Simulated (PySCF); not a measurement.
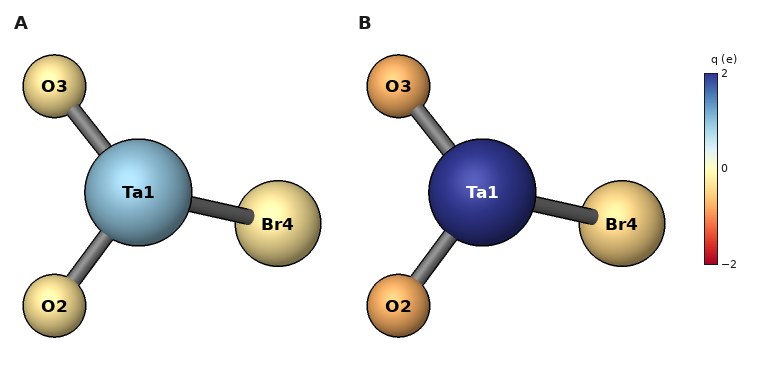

Atomic charges of one calculation by 2 schemes, on one colour scale. Charge 0, singlet. The geometry was computed by an optimisation with PBE0/def2-SVP with core potentials. Method: PBE0/def2-SVP, core potentials on Ta (PySCF 2.14.0).

### The schemes are Mulliken, atomic polar tensor. Which panel shows which?

A Mulliken, B atomic polar tensor.

List the charges (e), one line for each set of equivalent atoms.

| atom | Mulliken | atomic polar tensor |
| --- | --- | --- |
| Ta1 | 0.97 | 1.98 |
| O2, O3 | −0.34 | −0.76 |
| Br4 | −0.30 | −0.46 |

The search tried a few shapes and spins; others may lie lower.
